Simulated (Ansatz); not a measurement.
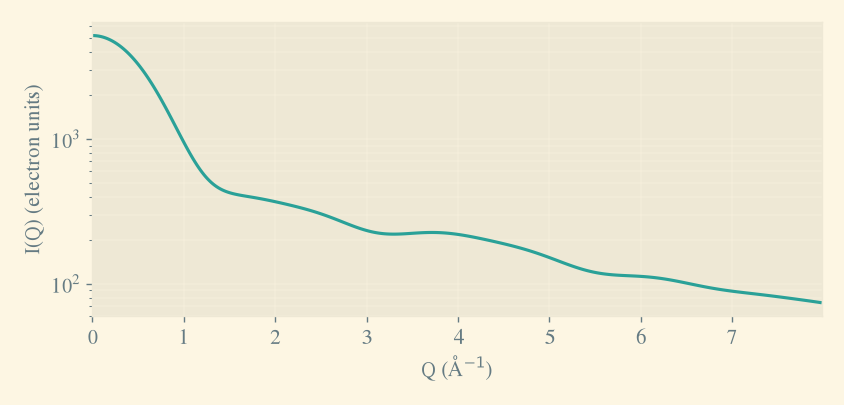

Elastic X-ray scattering of a randomly oriented, rigid molecule, calculated with the Debye equation from neutral-atom form factors (independent atoms, no Compton part, no vibration). The geometry is the end point of an optimisation (RKS B3LYP-D4/6-31G (Ansatz 0.2.0)); it may be a saddle point or a higher isomer. It contains C, F, Al, S, H.

How many electrons does the independent-atom model of the molecule hold?

Answer. I(0) is the square of the electron number: I(0) = 5180, so about 72 electrons, the count of C3H7AlF2S.

What radius of gyration does the initial fall-off give?

Answer. From I(Q) ≈ I(0) exp(−Q²R²/3) at small Q, R ≈ 2.34 Å. It is larger than the electron-weighted radius of the nuclear positions alone (2.22 Å), because each atom's electron cloud adds to it.
